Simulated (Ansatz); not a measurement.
Partial pair distribution functions of a relaxed model of amorphous Ga24O39In2, broadened by 0.06 Å; density 5.03 g/cm³. Calculation: PBE, scalar-relativistic without spin-orbit coupling (plane waves to 420 eV, PAW; Ansatz, a program for electronic structure).

The cell was made by melting and quenching with the CHGNet potential and then relaxed with DFT. O atoms were pushed apart under 1.9 Å during the dynamics, to hinder bonds among them. The hot cell started wider than the set density and was brought back towards it in steps. It is the lowest in DFT energy of 2 quenches. It is a model cell: composition and starting density were chosen by hand, and all elements were melted together. No dispersion term was used. Its density started from a set value of 5.14 and ended at 5.03 g/cm³. The quench (nominally 280 K/ps over its main leg) was far faster than any real one, so the model tends to hold more defects than a real film. A cell of this size samples the disorder only roughly. Volume and shape were free in the relaxation.

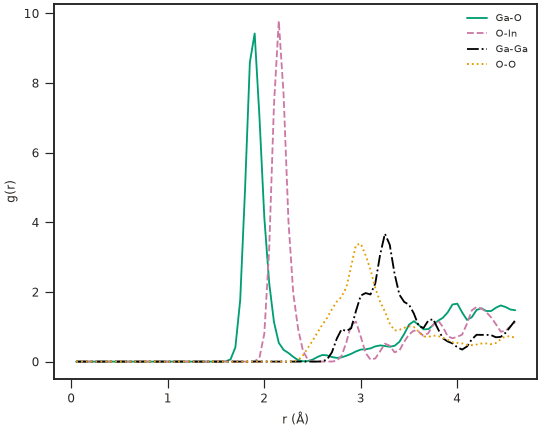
Fig. 1. Partial pair distribution functions

Highest peaks under 4.5 Å: Ga-O near 1.90 Å, O-In near 2.15 Å, Ga-Ga near 3.25 Å, O-O near 3.00 Å; pairs of few atoms are noisy.

Within 2.36 Å each Ga has 4.42 O neighbours on average.
